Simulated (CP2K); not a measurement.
# C2H3Cl2F (1,1-dichloro-1-fluoroethane): MP2/6-31G(d) (spherical functions)

Aim: the energy change on altering one bond length of C2H3Cl2F (1,1-dichloro-1-fluoroethane) at MP2/6-31G* (spherical functions), from 2 runs. 

The results are computed with CP2K 2026.2.

2 further runs of the same task are left out: 2 that didn't finish.

## Step 1: Starting point

C2H3Cl2F: 8 atoms, total charge 0, spin state singlet. SMILES: `CC(F)(Cl)Cl`. The coordinates come from a PBE0-D4/def2-TZVP relaxation.

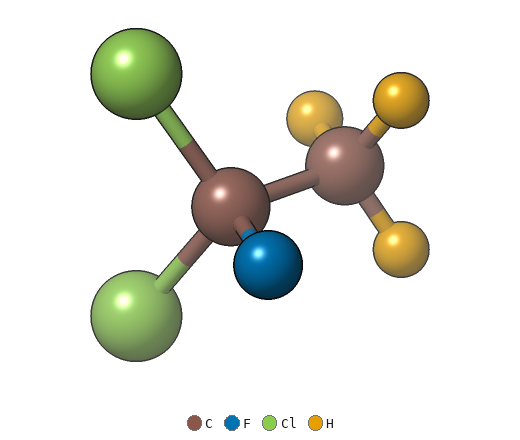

Viewed from a chosen angle; carbon brown, fluorine blue, chlorine green, hydrogen amber.

## Step 2: A single-point energy at MP2/6-31G(d) (spherical functions)

File mol.inp:

```
&GLOBAL
  PROJECT_NAME mol
  RUN_TYPE ENERGY
  PRINT_LEVEL MEDIUM
&END

&FORCE_EVAL
  METHOD QS
  &DFT
    BASIS_SET_FILE_NAME ./6_31gs.basis
    POTENTIAL_FILE_NAME POTENTIAL
    &QS
      METHOD GAPW
      EPS_DEFAULT 1.0E-10
    &END
    &MGRID
      CUTOFF 280
      REL_CUTOFF 50
      NGRIDS 4
    &END
    &POISSON
      PERIODIC NONE
      POISSON_SOLVER MULTIPOLE
    &END
    &SCF
      SCF_GUESS ATOMIC
      EPS_SCF 1.0E-07
      MAX_SCF 150
      ADDED_MOS 5
      &DIAGONALIZATION
        ALGORITHM STANDARD
      &END
      &MIXING
        METHOD DIRECT_P_MIXING
        ALPHA 0.4
      &END
    &END
    &XC
      &XC_FUNCTIONAL NONE
      &END
      &HF
        FRACTION 1
        &SCREENING
          EPS_SCHWARZ 1.0E-10
        &END
        &MEMORY
          MAX_MEMORY 1050
        &END
      &END
      &WF_CORRELATION
        &MP2
          METHOD DIRECT_CANONICAL
        &END
        MEMORY 900
      &END
    &END
    &PRINT
      &MOMENTS
        PERIODIC F
        REFERENCE COM
        MAX_MOMENT 1
      &END
      &MO ON
        ENERGIES T
        OCCUPATION_NUMBERS T
        NDIGITS 6
        &EACH
          QS_SCF 0
        &END
        ADD_LAST NUMERIC
      &END
      &LOWDIN ON
      &END
      &HIRSHFELD OFF
      &END
    &END
  &END
  &SUBSYS
    &CELL
      ABC 9.7 10.4 10.6
      PERIODIC NONE
    &END
    &COORD
      UNIT bohr
      C     -0.2522784    -0.9560124     1.2213300
      C      0.3768114     0.7394498    -0.9662170
      F      2.8791867     1.2154718    -1.0155388
      Cl    -0.4391724    -0.7043009    -3.8850879
      Cl    -1.2115034     3.6853439    -0.7048678
      H      0.3087812    -0.0222988     2.9706495
      H      0.7840474    -2.7249851     1.0127042
      H     -2.2716398    -1.3403827     1.2615812
    &END
    &TOPOLOGY
      &CENTER_COORDINATES
      &END
    &END
    &KIND C
      BASIS_SET 6-31Gs
      POTENTIAL ALL
      LEBEDEV_GRID 194
      RADIAL_GRID 100
    &END
    &KIND F
      BASIS_SET 6-31Gs
      POTENTIAL ALL
      LEBEDEV_GRID 194
      RADIAL_GRID 100
    &END
    &KIND Cl
      BASIS_SET 6-31Gs
      POTENTIAL ALL
      LEBEDEV_GRID 194
      RADIAL_GRID 100
    &END
    &KIND H
      BASIS_SET 6-31Gs
      POTENTIAL ALL
      LEBEDEV_GRID 194
      RADIAL_GRID 100
    &END
  &END
&END
```

Launch:

```console
$ OMP_NUM_THREADS=1 cp2k.psmp -i mol.inp > mol.out 2>&1
```

The log of the run, shortened:

```text
CP2K| version string:                                       CP2K version 2026.2
[...]
 GLOBAL| Method name                                                        CP2K
[...]
 GLOBAL| Run type                                                         ENERGY
[...]
 DFT| Spin restricted Kohn-Sham (RKS) calculation                            RKS
 DFT| Multiplicity                                                             1
[...]
 DFT| Charge                                                                   0
[...]
 QS| Method:                                                                GAPW
[...]
 QS| Density cutoff [a.u.]:                                                140.0
[...]
 QS| Relative density cutoff [a.u.]:                                        25.0
[...]
                             - Atoms:                                          8
[...]
                             - Spherical basis functions:                     84
[...]
 Number of electrons:                                                         58
[...]
     1 P_Mix/Diag. 0.40E+00    5.0     0.44594588     -1096.9843892268 -1.10E+03
[...]
    17 DIIS/Diag.  0.16E-06    0.4     0.00000009     -1095.8670434756 -6.82E-13
  *** SCF run converged in    17 steps ***
[...]
  Overlap energy of the core charge distribution:               0.00000280762868
  Self energy of the core charge distribution:               -564.70515759292732
  Core Hamiltonian energy:                                   -549.22428699942088
  Hartree energy:                                             137.59866485842798
  Exchange-correlation energy:                                  0.00000000000000
  Hartree-Fock Exchange energy:                               -76.68649681194786
[...]
                     Mulliken Population Analysis
 #  Atom  Element  Kind  Atomic population                           Net charge
       1     C        1          6.516229                             -0.516229
       2     C        1          5.733139                              0.266861
       3     F        2          9.390371                             -0.390371
       4     Cl       3         17.003324                             -0.003324
       5     Cl       3         17.003118                             -0.003118
       6     H        4          0.782526                              0.217474
       7     H        4          0.782810                              0.217190
       8     H        4          0.788484                              0.211516
 # Total charge                             58.000000                 -0.000000
[...]
  Dipole moment [Debye]
    X= -0.5984353E+00 Y= -0.1348484E+01 Z=  0.1717548E+01  Total=      2.2641790
[...]
 ENERGY| Total FORCE_EVAL ( QS ) energy [hartree]          -1096.575850698528939
[...]
```

Wall time 17 s (1 thread of Arm Neoverse V1, shared host); peak memory 0.59 GiB.

## Step 3: The distorted shape at the same level

File mol.inp:

```
&GLOBAL
   PROJECT_NAME mol
   RUN_TYPE ENERGY
   PRINT_LEVEL MEDIUM
&END

&FORCE_EVAL
   METHOD QS
   &DFT
      BASIS_SET_FILE_NAME ./6_31gs.basis
      POTENTIAL_FILE_NAME POTENTIAL
      CHARGE 0
      MULTIPLICITY 1
      &QS
         METHOD GAPW
         EPS_DEFAULT 1.0E-10
      &END
      &MGRID
         CUTOFF 280
         REL_CUTOFF 50
         NGRIDS 4
      &END
      &POISSON
         PERIODIC NONE
         POISSON_SOLVER MULTIPOLE
      &END
      &SCF
         SCF_GUESS ATOMIC
         EPS_SCF 1.0E-07
         MAX_SCF 100
         ADDED_MOS 5
         &DIAGONALIZATION
            ALGORITHM STANDARD
         &END
         &MIXING
            METHOD DIRECT_P_MIXING
            ALPHA 0.4
         &END
      &END
      &XC
         &XC_FUNCTIONAL NONE
         &END
         &HF
            FRACTION 1
            &SCREENING
               EPS_SCHWARZ 1.0E-10
               SCREEN_ON_INITIAL_P F
            &END
            &INTERACTION_POTENTIAL
               POTENTIAL_TYPE COULOMB
            &END
            &MEMORY
               MAX_MEMORY 1050
            &END
         &END
         &WF_CORRELATION
            &MP2
               METHOD DIRECT_CANONICAL
            &END
            MEMORY 900
         &END
      &END
      &PRINT
         &MOMENTS
            PERIODIC F
            REFERENCE COM
            MAX_MOMENT 1
         &END
         &MO ON
            ENERGIES T
            OCCUPATION_NUMBERS T
            NDIGITS 6
            &EACH
               QS_SCF 0
            &END
            ADD_LAST NUMERIC
         &END
         &LOWDIN ON
         &END
         &HIRSHFELD OFF
         &END
      &END
   &END
   &SUBSYS
      &CELL
         ABC [angstrom] 10.2 12.3 10.6
         PERIODIC NONE
      &END
      &COORD
         SCALED T
         C    0.49309392   0.36216626   0.58379717
         C    0.52573118   0.43510935   0.47458962
         F    0.65555471   0.45558902   0.47212736
         Cl   0.48339784   0.37299553   0.32887264
         Cl   0.34444529   0.71393943   0.50329368
         H    0.52220176   0.40233699   0.67112736
         H    0.54685863   0.28606057   0.57338208
         H    0.38832922   0.34562967   0.58580660
      &END
      &KIND C
         BASIS_SET 6-31Gs
         POTENTIAL ALL
         LEBEDEV_GRID 194
         RADIAL_GRID 100
      &END
      &KIND F
         BASIS_SET 6-31Gs
         POTENTIAL ALL
         LEBEDEV_GRID 194
         RADIAL_GRID 100
      &END
      &KIND Cl
         BASIS_SET 6-31Gs
         POTENTIAL ALL
         LEBEDEV_GRID 194
         RADIAL_GRID 100
      &END
      &KIND H
         BASIS_SET 6-31Gs
         POTENTIAL ALL
         LEBEDEV_GRID 194
         RADIAL_GRID 100
      &END
   &END
&END
```

Launch:

```console
$ OMP_NUM_THREADS=1 cp2k.psmp -i mol.inp -o mol.out
```

The log of the run, shortened:

```text
CP2K| version string:                                       CP2K version 2026.2
[...]
 GLOBAL| Method name                                                        CP2K
[...]
 GLOBAL| Run type                                                         ENERGY
[...]
 DFT| Spin restricted Kohn-Sham (RKS) calculation                            RKS
 DFT| Multiplicity                                                             1
[...]
 DFT| Charge                                                                   0
[...]
 QS| Method:                                                                GAPW
[...]
 QS| Density cutoff [a.u.]:                                                140.0
[...]
 QS| Relative density cutoff [a.u.]:                                        25.0
[...]
                             - Atoms:                                          8
[...]
                             - Spherical basis functions:                     84
[...]
 Number of electrons:                                                         58
[...]
     1 P_Mix/Diag. 0.40E+00    4.4     0.45972021     -1096.3449875254 -1.10E+03
[...]
    26 DIIS/Diag.  0.24E-06    0.4     0.00000008     -1095.6640818997 -1.36E-12
  *** SCF run converged in    26 steps ***
[...]
  Overlap energy of the core charge distribution:               0.00000279399956
  Self energy of the core charge distribution:               -564.70515759292732
  Core Hamiltonian energy:                                   -549.81415215700679
  Hartree energy:                                             138.24862981673337
  Exchange-correlation energy:                                  0.00000000000000
  Hartree-Fock Exchange energy:                               -76.39359366544072
[...]
  Dipole moment [Debye]
    X=  0.4430788E+01 Y= -0.1196154E+02 Z=  0.2907244E+00  Total=     12.7591110
[...]
 ENERGY| Total FORCE_EVAL ( QS ) energy [hartree]          -1096.402734037208120
[...]
```

Wall time 20 s (1 thread of Arm Neoverse V1, shared host); peak memory 0.67 GiB.

## Step 4: Outcome

Level: MP2/6-31G* (spherical functions).

| quantity | value |
| --- | --- |
| first shape: total energy | -1096.57585 Eh |
| first shape: dipole moment (of the density that the program reports) | 2.26 D |
| first shape: HOMO energy (Hartree–Fock orbitals) | -12.27 eV |
| first shape: LUMO energy (Hartree–Fock orbitals) | 4.10 eV |
| first shape: HOMO–LUMO gap (Hartree–Fock orbitals) | 16.37 eV |
| first shape: correlation energy | -708.8 mEh |
| distorted shape: total energy | -1096.40273 Eh |
| distorted shape: dipole moment (of the density that the program reports) | 12.76 D |
| distorted shape: HOMO energy (Hartree–Fock orbitals) | -8.30 eV |
| distorted shape: LUMO energy (Hartree–Fock orbitals) | -3.45 eV |
| distorted shape: HOMO–LUMO gap (Hartree–Fock orbitals) | 4.85 eV |
| distorted shape: correlation energy | -738.7 mEh |
| energy change with the C2–Cl5 bond stretched from 1.776 to 3.908 Å | 4.711 eV |

What this shows: One bond (distorted shape) is far stretched, which a spin-restricted single reference describes badly; perturbation theory on it can break down and give far too much correlation. With the C2–Cl5 bond stretched from 1.776 to 3.908 Å the energy rises by 4.71 eV (455 kJ/mol). The first shape isn't relaxed at this level, so the change isn't measured from a minimum. A restricted reference can't describe the breaking bond well at this length.
